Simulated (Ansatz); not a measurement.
**CH₅FNSi radical: a ladder of functionals and wavefunction methods**

Aim: compute CH₅FNSi radical with functionals from several rungs and with coupled cluster, and see how far each lands from CCSD(T) at the basis-set limit for the atomisation energy.

Method: functionals in def2-TZVPP, the program's frozen cores in correlated methods; program: Ansatz 0.2.0, Gaussian basis.

Plan: LDA (SPW92), PBE-D4, revPBE-D4, BLYP-D4, r2SCAN-D4, B97M-V, PBE0-D4, B3LYP-D4, r2SCANh-D4, r2SCAN0-D4, HSE06-D4, BHLYP-D4, CAM-B3LYP-D4, LC-ωPBE, ωB97X-V, ωB97M-V, B2PLYP, PBE-QIDH; CCSD(T)/def2-SVP; CCSD(T)/def2-TZVPP; MP2/def2-QZVPP; extrapolation to the limit; RPA on PBE.

### Step 1. The geometry

The geometry comes from an earlier relaxation with PBE0-D4 in a triple-zeta def2 set; it is a stationary point, not always the lowest conformer.

SMILES `[CH2][SiH](N)F`, 9 atoms, charge 0, spin multiplicity 2.

Atoms are counted from 1 here; the program's logs count them from 0.

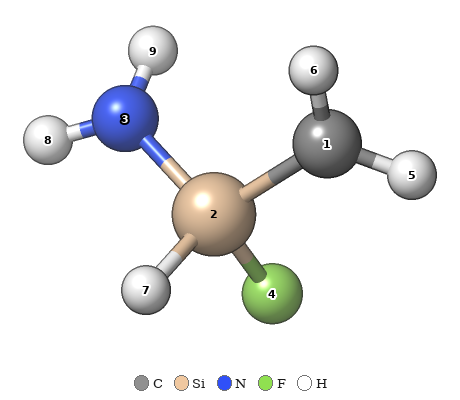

The structure; carbon grey, silicon light orange, nitrogen blue, fluorine green, hydrogen white; atoms are numbered from 1 in the order of the file.

### Step 2. LDA

This LDA is Slater exchange with PW92 correlation.

The input, in.yaml:

```yaml
crystal:
  periodic: [false, false, false]
  atoms:
    - {symbol: C, position_ang: [-0.637786, 1.275813, -0.546224]}
    - {symbol: Si, position_ang: [0.441949, -0.191692, -0.355862]}
    - {symbol: N, position_ang: [0.140371, -0.936780, 1.140634]}
    - {symbol: F, position_ang: [0.159551, -1.124016, -1.634049]}
    - {symbol: H, position_ang: [-1.062507, 1.564403, -1.502517]}
    - {symbol: H, position_ang: [-0.847688, 1.955079, 0.273938]}
    - {symbol: H, position_ang: [1.895620, 0.098901, -0.404131]}
    - {symbol: H, position_ang: [0.794615, -1.591469, 1.536423]}
    - {symbol: H, position_ang: [-0.795724, -1.096540, 1.474687]}
basis:
  gaussian: {orbitals: def2-TZVPP}
magnetization: {spin_polarized: true, initial_magnetization: 1}
hamiltonian: {xc: lda}
output: {orbitals: {seedname: orbitals}}
```

Started as:

```console
> ansatz run in.yaml --threads 4 --pin off --events-out ev --progress --plain --max-ram 10444MiB
```

Log:

```text
Functional definition: SPW92
  name "SPW92"
  cite "Dirac, Proc. Camb. Phil. Soc. 26, 376 (1930) doi:10.1017/S0305004100016108"
  cite "Slater, Phys. Rev. 81, 385 (1951) doi:10.1103/PhysRev.81.385"
  cite "Perdew & Wang, Phys. Rev. B 45, 13244 (1992) doi:10.1103/PhysRevB.45.13244"
  exchange = slater_x
  correlation = pw_c
1074 factors; their error is unknown
mean field evaluation 1: about -13120.5528 eV, gradient 6.2e1 eV
mean field evaluation 2: about -13083.9318 eV, gradient 1.0e2 eV
mean field evaluation 4: about -13134.5171 eV, gradient 1.1e1 eV
mean field evaluation 8: about -13135.0033 eV, gradient 5.8e-2 eV
mean field evaluation 16: about -13134.9843 eV, gradient 1.0e-4 eV
mean field -13134.98433980 eV, -482.7017712756 hartree, gradient 2.9e-5 eV, S^2 0.752128; 0 other end points of the search recorded, 0 dependent functions left out
reference -13134.98437572 eV, -482.7017725956 hartree; 21, 20 occupied and 184, 185 virtual orbitals, 1074 factors
Total energy: -13134.98437572 eV, -482.7017725956 hartree
```

It took 1.3 s on 4 threads of Arm Neoverse V1, shared host; peak memory 0.26 GiB.

With the free atoms at this level, -13096.694 eV in sum, the atomisation energy is 883.0 kcal/mol. HOMO -5.87 eV, LUMO -4.34 eV.

### Step 3. PBE-D4 (GGA)

in.yaml, as its differences from that of step 2:

```diff
@@ -15,3 +15,3 @@
 magnetization: {spin_polarized: true, initial_magnetization: 1}
-hamiltonian: {xc: lda}
-output: {orbitals: {seedname: orbitals}}
+hamiltonian: {xc: pbe, dispersion: d4}
+output: {forces: true, orbitals: {seedname: orbitals}}
```

Same command.

Log, shortened:

```text
Functional definition: PBE
  name "PBE"
  cite "Perdew, Burke & Ernzerhof, Phys. Rev. Lett. 77, 3865 (1996) doi:10.1103/PhysRevLett.77.3865"
  parent pbe
[...]
1074 factors; their error is unknown
[...]
mean field -13196.74094081 eV, -484.9712845025 hartree, gradient 1.7e-5 eV, S^2 0.753315; 0 other end points of the search recorded, 0 dependent functions left out
[...]
reference -13196.74097993 eV, -484.9712859402 hartree; 21, 20 occupied and 184, 185 virtual orbitals, 1074 factors
Total energy: -13196.89666618 eV, -484.9770073044 hartree
Atom 0 at    -0.637786     1.275813    -0.546224 Å, force     0.039506    -0.040119     0.028401 eV/Å
Atom 1 at     0.441949    -0.191692    -0.355862 Å, force     0.054456     0.308036     0.137125 eV/Å
Atom 2 at     0.140371    -0.936780     1.140634 Å, force     0.054498     0.136025     0.104159 eV/Å
Atom 3 at     0.159551    -1.124016    -1.634049 Å, force    -0.091614    -0.367471    -0.520619 eV/Å
Atom 4 at    -1.062507     1.564403    -1.502517 Å, force    -0.087835     0.064669    -0.190898 eV/Å
Atom 5 at    -0.847688     1.955079     0.273938 Å, force    -0.049781     0.145552     0.160837 eV/Å
Atom 6 at     1.895620     0.098901    -0.404131 Å, force     0.182656     0.046556     0.010375 eV/Å
Atom 7 at     0.794615    -1.591469     1.536423 Å, force     0.213048    -0.232777     0.146802 eV/Å
Atom 8 at    -0.795724    -1.096540     1.474687 Å, force    -0.314934    -0.060471     0.123818 eV/Å
Dipole moment:    -0.120281     0.047373     0.359093 e Å
```

Run time: 2.8 s. Hardware: 4 threads of Arm Neoverse V1, shared host; peak memory 0.27 GiB.

With the free atoms at this level, -13162.643 eV in sum, the atomisation energy is 789.9 kcal/mol. HOMO -5.89 eV, LUMO -3.75 eV.

### Step 4. revPBE-D4 (GGA)

in.yaml, as its differences from that of step 3:

```diff
@@ -15,3 +15,3 @@
 magnetization: {spin_polarized: true, initial_magnetization: 1}
-hamiltonian: {xc: pbe, dispersion: d4}
-output: {forces: true, orbitals: {seedname: orbitals}}
+hamiltonian: {xc: {name: revPBE}, dispersion: d4}
+output: {orbitals: {seedname: orbitals}}
```

The command is unchanged.

Log:

```text
Functional definition: revPBE
  name "revPBE"
  cite "Zhang & Yang, Phys. Rev. Lett. 80, 890 (1998) doi:10.1103/PhysRevLett.80.890"
  cite "Perdew, Burke & Ernzerhof, Phys. Rev. Lett. 77, 3865 (1996) doi:10.1103/PhysRevLett.77.3865"
  parameter kappa = 1.245
  parameter beta = 0.06672455060314922
  exchange = pbe_x(kappa = kappa, mu = beta*pi^2/3)
  correlation = pbe_c(beta = beta)
1074 factors; their error is unknown
mean field evaluation 1: about -13190.1837 eV, gradient 5.9e1 eV
mean field evaluation 2: about -13158.1107 eV, gradient 9.5e1 eV
mean field evaluation 4: about -13203.0393 eV, gradient 9.1e0 eV
mean field evaluation 8: about -13203.3997 eV, gradient 2.6e-1 eV
mean field evaluation 16: about -13203.3757 eV, gradient 3.9e-4 eV
mean field -13203.37574474 eV, -485.2151090495 hartree, gradient 1.9e-5 eV, S^2 0.753674; 0 other end points of the search recorded, 0 dependent functions left out
reference -13203.37579365 eV, -485.2151108472 hartree; 21, 20 occupied and 184, 185 virtual orbitals, 1074 factors
Total energy: -13203.87048599 eV, -485.2332904554 hartree
```

Wall time 2.5 s (4 threads of Arm Neoverse V1, shared host); peak memory 0.27 GiB.

Atomisation energy: 771.3 kcal/mol (free atoms -13170.425 eV, run apart). HOMO -5.85 eV, LUMO -3.59 eV.

### Step 5. BLYP-D4 (GGA)

in.yaml, as its differences from that of step 4:

```diff
@@ -15,3 +15,3 @@
 magnetization: {spin_polarized: true, initial_magnetization: 1}
-hamiltonian: {xc: {name: revPBE}, dispersion: d4}
+hamiltonian: {xc: {name: BLYP}, dispersion: d4}
 output: {orbitals: {seedname: orbitals}}
```

Launched as before.

Log:

```text
Functional definition: BLYP
  name "BLYP"
  cite "Becke, Phys. Rev. A 38, 3098 (1988) doi:10.1103/PhysRevA.38.3098"
  cite "Lee, Yang & Parr, Phys. Rev. B 37, 785 (1988) doi:10.1103/PhysRevB.37.785"
  parameter beta = 0.0042
  parameter a = 0.04918
  parameter b = 0.132
  parameter c = 0.2533
  parameter d = 0.349
  exchange = b88_x(beta = beta)
  correlation = lyp_c(a = a, b = b, c = c, d = d)
1074 factors; their error is unknown
mean field evaluation 1: about -13189.9841 eV, gradient 6.4e1 eV
mean field evaluation 2: about -13149.4678 eV, gradient 1.0e2 eV
mean field evaluation 4: about -13204.9750 eV, gradient 1.1e1 eV
mean field evaluation 8: about -13205.5202 eV, gradient 6.0e-2 eV
mean field evaluation 16: about -13205.5003 eV, gradient 1.0e-4 eV
mean field -13205.50032134 eV, -485.2931857995 hartree, gradient 2.5e-5 eV, S^2 0.752760; 0 other end points of the search recorded, 0 dependent functions left out
reference -13205.50065525 eV, -485.2931980706 hartree; 21, 20 occupied and 184, 185 virtual orbitals, 1074 factors
Total energy: -13205.84868227 eV, -485.3059878276 hartree
```

Run time: 2.3 s. Hardware: 4 threads of Arm Neoverse V1, shared host; peak memory 0.27 GiB.

With the free atoms at this level, -13171.998 eV in sum, the atomisation energy is 780.6 kcal/mol. HOMO -5.65 eV, LUMO -3.76 eV.

### Step 6. r2SCAN-D4 (meta-GGA)

in.yaml, as its differences from that of step 5:

```diff
@@ -15,3 +15,3 @@
 magnetization: {spin_polarized: true, initial_magnetization: 1}
-hamiltonian: {xc: {name: BLYP}, dispersion: d4}
-output: {orbitals: {seedname: orbitals}}
+hamiltonian: {xc: r2scan, dispersion: d4}
+output: {forces: true, orbitals: {seedname: orbitals}}
```

Same command.

Log, shortened:

```text
Functional definition: r2SCAN
  name "r2SCAN"
  cite "Furness, Kaplan, Ning, Perdew & Sun, J. Phys. Chem. Lett. 11, 8208 (2020) doi:10.1021/acs.jpclett.0c02405"
  cite "Furness, Kaplan, Ning, Perdew & Sun, J. Phys. Chem. Lett. 11, 9248 (2020) doi:10.1021/acs.jpclett.0c03077"
  parent r2scan
[...]
1074 factors; their error is unknown
[...]
mean field -13203.73456367 eV, -485.2282954023 hartree, gradient 7.2e-5 eV, S^2 0.756002; 0 other end points of the search recorded, 0 dependent functions left out
[...]
reference -13203.73457664 eV, -485.2282958788 hartree; 21, 20 occupied and 184, 185 virtual orbitals, 1074 factors
Total energy: -13203.77169840 eV, -485.2296600783 hartree
Atom 0 at    -0.637786     1.275813    -0.546224 Å, force     0.002053     0.016250    -0.000379 eV/Å
Atom 1 at     0.441949    -0.191692    -0.355862 Å, force     0.032550     0.033771    -0.004495 eV/Å
Atom 2 at     0.140371    -0.936780     1.140634 Å, force     0.023746     0.028351     0.003551 eV/Å
Atom 3 at     0.159551    -1.124016    -1.634049 Å, force    -0.005615    -0.031858    -0.044600 eV/Å
Atom 4 at    -1.062507     1.564403    -1.502517 Å, force     0.002247     0.004843     0.024479 eV/Å
Atom 5 at    -0.847688     1.955079     0.273938 Å, force    -0.006595    -0.003753    -0.025500 eV/Å
Atom 6 at     1.895620     0.098901    -0.404131 Å, force    -0.025718     0.002360     0.004193 eV/Å
Atom 7 at     0.794615    -1.591469     1.536423 Å, force    -0.015239    -0.028172     0.020889 eV/Å
Atom 8 at    -0.795724    -1.096540     1.474687 Å, force    -0.007430    -0.021792     0.021862 eV/Å
Dipole moment:    -0.124550     0.050989     0.359981 e Å
```

It took 6 s on 4 threads of Arm Neoverse V1, shared host; peak memory 0.32 GiB.

Atomisation energy: 782.6 kcal/mol (free atoms -13169.834 eV, run apart). HOMO -6.37 eV, LUMO -3.12 eV.

### Step 7. B97M-V (meta-GGA)

in.yaml, as its differences from that of step 6:

```diff
@@ -15,3 +15,3 @@
 magnetization: {spin_polarized: true, initial_magnetization: 1}
-hamiltonian: {xc: r2scan, dispersion: d4}
-output: {forces: true, orbitals: {seedname: orbitals}}
+hamiltonian: {xc: {name: B97M-V}}
+output: {orbitals: {seedname: orbitals}}
```

Same command.

Log, shortened:

```text
Functional definition: B97M-V
  name "B97M-V"
  cite "Mardirossian & Head-Gordon, J. Chem. Phys. 142, 074111 (2015) doi:10.1063/1.4907719"
  cite "Becke, J. Chem. Phys. 107, 8554 (1997) doi:10.1063/1.475007"
  cite "Vydrov & Van Voorhis, J. Chem. Phys. 133, 244103 (2010) doi:10.1063/1.3521275"
  # Of w^i u^j: cxij and so on, Table III.
[...]
  gx(w, u) = cx00 + cx01*u + cx02*u^2 + (cx10 + cx11*u)*w
  gss(w, u) = css00 + css02*u^2 + css10*w + (css32*w^3 + css42*w^4)*u^2
  gos(w, u) = cos00 + cos01*u + cos03*u^3 + cos10*w + cos32*w^3*u^2
[...]
      + integral(e_c_pw_mod_opposite_spin*gos(b97_w_opposite, b97_u_opposite)) + vv10(b, c)
1074 factors; their error is unknown
[...]
mean field -13203.72352599 eV, -485.2278897750 hartree, gradient 5.0e-5 eV, S^2 0.754548; 0 other end points of the search recorded, 0 dependent functions left out
reference -13203.72358341 eV, -485.2278918851 hartree; 21, 20 occupied and 184, 185 virtual orbitals, 1074 factors
Total energy: -13203.72358341 eV, -485.2278918851 hartree
```

Wall time 11 s (4 threads of Arm Neoverse V1, shared host); peak memory 0.42 GiB.

With the free atoms at this level, -13169.811 eV in sum, the atomisation energy is 782.0 kcal/mol. HOMO -6.15 eV, LUMO -3.55 eV.

### Step 8. PBE0-D4 (hybrid)

in.yaml, as its differences from that of step 7:

```diff
@@ -15,3 +15,3 @@
 magnetization: {spin_polarized: true, initial_magnetization: 1}
-hamiltonian: {xc: {name: B97M-V}}
+hamiltonian: {xc: pbe0, dispersion: d4}
 output: {orbitals: {seedname: orbitals}}
```

The command is unchanged.

Log:

```text
Functional definition: PBE0
  name "PBE0"
  cite "Adamo & Barone, J. Chem. Phys. 110, 6158 (1999) doi:10.1063/1.478522"
  cite "Perdew, Burke & Ernzerhof, Phys. Rev. Lett. 77, 3865 (1996) doi:10.1103/PhysRevLett.77.3865"
  parent pbe
  parameter a = 0.25
  parameter kappa = 0.804
  parameter beta = 0.06672455060314922
  exchange = (1 - a)*pbe_x(kappa = kappa, mu = beta*pi^2/3) + a*exact_x
  correlation = pbe_c(beta = beta)
1077 factors; their error is unknown
mean field evaluation 1: about -13189.2048 eV, gradient 4.9e1 eV
mean field evaluation 2: about -13182.8682 eV, gradient 6.1e1 eV
mean field evaluation 4: about -13197.8471 eV, gradient 2.7e0 eV
mean field evaluation 8: about -13197.8846 eV, gradient 8.0e-2 eV
mean field evaluation 16: about -13197.9134 eV, gradient 9.7e-5 eV
mean field -13197.91341033 eV, -485.0143719628 hartree, gradient 1.3e-5 eV, S^2 0.754216; 0 other end points of the search recorded, 0 dependent functions left out
reference -13197.91343930 eV, -485.0143730274 hartree; 21, 20 occupied and 184, 185 virtual orbitals, 1077 factors
Total energy: -13198.04348337 eV, -485.0191520587 hartree
```

It took 3.4 s on 4 threads of Arm Neoverse V1, shared host; peak memory 0.52 GiB.

Atomisation energy: 777.6 kcal/mol (free atoms -13164.325 eV, run apart). HOMO -7.28 eV, LUMO -2.51 eV.

### Step 9. B3LYP-D4 (hybrid)

B3LYP here takes the VWN-RPA correlation.

in.yaml, as its differences from that of step 8:

```diff
@@ -15,3 +15,3 @@
 magnetization: {spin_polarized: true, initial_magnetization: 1}
-hamiltonian: {xc: pbe0, dispersion: d4}
-output: {orbitals: {seedname: orbitals}}
+hamiltonian: {xc: {name: B3LYP}, dispersion: d4}
+output: {forces: true, orbitals: {seedname: orbitals}}
```

Launched as before.

Log, shortened:

```text
Functional definition: B3LYP
  name "B3LYP"
  cite "Stephens, Devlin, Chabalowski & Frisch, J. Phys. Chem. 98, 11623 (1994) doi:10.1021/j100096a001"
  cite "Becke, Phys. Rev. A 38, 3098 (1988) doi:10.1103/PhysRevA.38.3098"
  cite "Lee, Yang & Parr, Phys. Rev. B 37, 785 (1988) doi:10.1103/PhysRevB.37.785"
  cite "Vosko, Wilk & Nusair, Can. J. Phys. 58, 1200 (1980) doi:10.1139/p80-159"
[...]
1077 factors; their error is unknown
[...]
mean field -13207.69612376 eV, -485.3738800503 hartree, gradient 2.7e-5 eV, S^2 0.753291; 0 other end points of the search recorded, 0 dependent functions left out
[...]
reference -13207.69637074 eV, -485.3738891265 hartree; 21, 20 occupied and 184, 185 virtual orbitals, 1077 factors
Total energy: -13207.94788975 eV, -485.3831322798 hartree
Atom 0 at    -0.637786     1.275813    -0.546224 Å, force    -0.051898     0.095336    -0.015882 eV/Å
Atom 1 at     0.441949    -0.191692    -0.355862 Å, force     0.160934     0.158305     0.044378 eV/Å
Atom 2 at     0.140371    -0.936780     1.140634 Å, force    -0.011322    -0.046150     0.070273 eV/Å
Atom 3 at     0.159551    -1.124016    -1.634049 Å, force    -0.030421    -0.122413    -0.160737 eV/Å
Atom 4 at    -1.062507     1.564403    -1.502517 Å, force     0.021013    -0.007114     0.071595 eV/Å
Atom 5 at    -0.847688     1.955079     0.273938 Å, force     0.005033    -0.038014    -0.063782 eV/Å
Atom 6 at     1.895620     0.098901    -0.404131 Å, force    -0.081840    -0.011539     0.000441 eV/Å
Atom 7 at     0.794615    -1.591469     1.536423 Å, force    -0.011039    -0.014612     0.027078 eV/Å
Atom 8 at    -0.795724    -1.096540     1.474687 Å, force    -0.000460    -0.013798     0.026637 eV/Å
Dipole moment:    -0.116807     0.058838     0.361284 e Å
```

Wall time 4 s (4 threads of Arm Neoverse V1, shared host); peak memory 0.52 GiB.

With the free atoms at this level, -13174.024 eV in sum, the atomisation energy is 782.3 kcal/mol. HOMO -6.91 eV, LUMO -2.96 eV.

### Step 10. r2SCANh-D4 (hybrid)

in.yaml, as its differences from that of step 9:

```diff
@@ -15,3 +15,3 @@
 magnetization: {spin_polarized: true, initial_magnetization: 1}
-hamiltonian: {xc: {name: B3LYP}, dispersion: d4}
-output: {forces: true, orbitals: {seedname: orbitals}}
+hamiltonian: {xc: {name: r2SCANh}, dispersion: d4}
+output: {orbitals: {seedname: orbitals}}
```

Same command.

Log, shortened:

```text
Functional definition: r2SCANh
  name "r2SCANh"
  cite "Bursch, Neugebauer, Ehlert & Grimme, J. Chem. Phys. 156, 134105 (2022) doi:10.1063/5.0086040"
  cite "Furness, Kaplan, Ning, Perdew & Sun, J. Phys. Chem. Lett. 11, 8208 (2020) doi:10.1021/acs.jpclett.0c02405"
  cite "Furness, Kaplan, Ning, Perdew & Sun, J. Phys. Chem. Lett. 11, 9248 (2020) doi:10.1021/acs.jpclett.0c03077"
  parent r2scan
[...]
1074 factors; their error is unknown
[...]
mean field -13203.44805558 eV, -485.2177664242 hartree, gradient 8.5e-5 eV, S^2 0.756095; 0 other end points of the search recorded, 0 dependent functions left out
reference -13203.44806738 eV, -485.2177668577 hartree; 21, 20 occupied and 184, 185 virtual orbitals, 1074 factors
Total energy: -13203.48728005 eV, -485.2192078968 hartree
```

Wall time 6.5 s (4 threads of Arm Neoverse V1, shared host); peak memory 0.58 GiB.

With the free atoms at this level, -13169.754 eV in sum, the atomisation energy is 777.9 kcal/mol. HOMO -6.88 eV, LUMO -2.70 eV.

### Step 11. r2SCAN0-D4 (hybrid)

in.yaml, as its differences from that of step 10:

```diff
@@ -15,3 +15,3 @@
 magnetization: {spin_polarized: true, initial_magnetization: 1}
-hamiltonian: {xc: {name: r2SCANh}, dispersion: d4}
+hamiltonian: {xc: {name: r2SCAN0}, dispersion: d4}
 output: {orbitals: {seedname: orbitals}}
```

The command is unchanged.

Log, shortened:

```text
Functional definition: r2SCAN0
  name "r2SCAN0"
  cite "Bursch, Neugebauer, Ehlert & Grimme, J. Chem. Phys. 156, 134105 (2022) doi:10.1063/5.0086040"
  cite "Furness, Kaplan, Ning, Perdew & Sun, J. Phys. Chem. Lett. 11, 8208 (2020) doi:10.1021/acs.jpclett.0c02405"
  cite "Furness, Kaplan, Ning, Perdew & Sun, J. Phys. Chem. Lett. 11, 9248 (2020) doi:10.1021/acs.jpclett.0c03077"
  parent r2scan
[...]
1077 factors; their error is unknown
[...]
mean field -13203.04219887 eV, -485.2028514649 hartree, gradient 3.3e-5 eV, S^2 0.756235; 0 other end points of the search recorded, 0 dependent functions left out
reference -13203.04220894 eV, -485.2028518353 hartree; 21, 20 occupied and 184, 185 virtual orbitals, 1077 factors
Total energy: -13203.08554861 eV, -485.2044445387 hartree
```

Run time: 7 s. Hardware: 4 threads of Arm Neoverse V1, shared host; peak memory 0.58 GiB.

With the free atoms at this level, -13169.645 eV in sum, the atomisation energy is 771.1 kcal/mol. HOMO -7.64 eV, LUMO -2.09 eV.

### Step 12. HSE06-D4 (hybrid)

HSE06 is the plane-wave form, built on full-range PBE exchange.

in.yaml, as its differences from that of step 11:

```diff
@@ -15,3 +15,3 @@
 magnetization: {spin_polarized: true, initial_magnetization: 1}
-hamiltonian: {xc: {name: r2SCAN0}, dispersion: d4}
+hamiltonian: {xc: hse06, dispersion: d4}
 output: {orbitals: {seedname: orbitals}}
```

Launched as before.

Log, shortened:

```text
Functional definition: HSE06
  name "HSE06"
  cite "Heyd, Scuseria & Ernzerhof, J. Chem. Phys. 118, 8207 (2003) doi:10.1063/1.1564060"
  cite "Krukau, Vydrov, Izmaylov & Scuseria, J. Chem. Phys. 125, 224106 (2006) doi:10.1063/1.2404663"
  cite "Heyd & Scuseria, J. Chem. Phys. 120, 7274 (2004) doi:10.1063/1.1668634"
  cite "Ernzerhof & Perdew, J. Chem. Phys. 109, 3313 (1998) doi:10.1063/1.476928"
  cite "Perdew, Burke & Ernzerhof, Phys. Rev. Lett. 77, 3865 (1996) doi:10.1103/PhysRevLett.77.3865"
  parent pbe
[...]
  # The whole range is PBE's own exchange, as in plane waves. The composition of these papers is wPBEh.
[...]
1077 factors; their error is unknown
102 factors; integrals over basis functions are off by at most 3.7e-7 eV
[...]
mean field -13197.47478079 eV, -484.9982526244 hartree, gradient 1.7e-5 eV, S^2 0.754202; 0 other end points of the search recorded, 0 dependent functions left out
reference -13197.47481941 eV, -484.9982540436 hartree; 21, 20 occupied and 184, 185 virtual orbitals, 1077 factors
Total energy: -13197.59534635 eV, -485.0026833269 hartree
```

Wall time 3.5 s (4 threads of Arm Neoverse V1, shared host); peak memory 0.56 GiB.

Atomisation energy: 778.0 kcal/mol (free atoms -13163.858 eV, run apart). HOMO -6.87 eV, LUMO -2.90 eV.

### Step 13. BHLYP-D4 (hybrid)

in.yaml, as its differences from that of step 12:

```diff
@@ -15,3 +15,3 @@
 magnetization: {spin_polarized: true, initial_magnetization: 1}
-hamiltonian: {xc: hse06, dispersion: d4}
+hamiltonian: {xc: {name: BHLYP}, dispersion: d4}
 output: {orbitals: {seedname: orbitals}}
```

The command is unchanged.

Log:

```text
Functional definition: BHLYP
  name "BHLYP"
  cite "Becke, J. Chem. Phys. 98, 1372 (1993) doi:10.1063/1.464304"
  cite "Becke, Phys. Rev. A 38, 3098 (1988) doi:10.1103/PhysRevA.38.3098"
  cite "Lee, Yang & Parr, Phys. Rev. B 37, 785 (1988) doi:10.1103/PhysRevB.37.785"
  parameter a = 0.5
  exchange = (1 - a)*b88_x + a*exact_x
  correlation = lyp_c
1170 factors; their error is unknown
mean field evaluation 1: about -13198.0760 eV, gradient 4.2e1 eV
mean field evaluation 2: about -13198.1696 eV, gradient 4.2e1 eV
mean field evaluation 4: about -13204.5336 eV, gradient 1.3e0 eV
mean field evaluation 8: about -13204.6278 eV, gradient 2.4e-1 eV
mean field evaluation 16: about -13204.6281 eV, gradient 1.7e-4 eV
mean field -13204.62807177 eV, -485.2611312191 hartree, gradient 5.0e-5 eV, S^2 0.754357; 0 other end points of the search recorded, 0 dependent functions left out
reference -13204.62823786 eV, -485.2611373229 hartree; 21, 20 occupied and 184, 185 virtual orbitals, 1170 factors
Total energy: -13204.81422713 eV, -485.2679723026 hartree
```

It took 3.5 s on 4 threads of Arm Neoverse V1, shared host; peak memory 0.54 GiB.

Atomisation energy: 762.4 kcal/mol (free atoms -13171.753 eV, run apart). HOMO -8.44 eV, LUMO -1.42 eV.

(Part 1 of 2 ends here.)
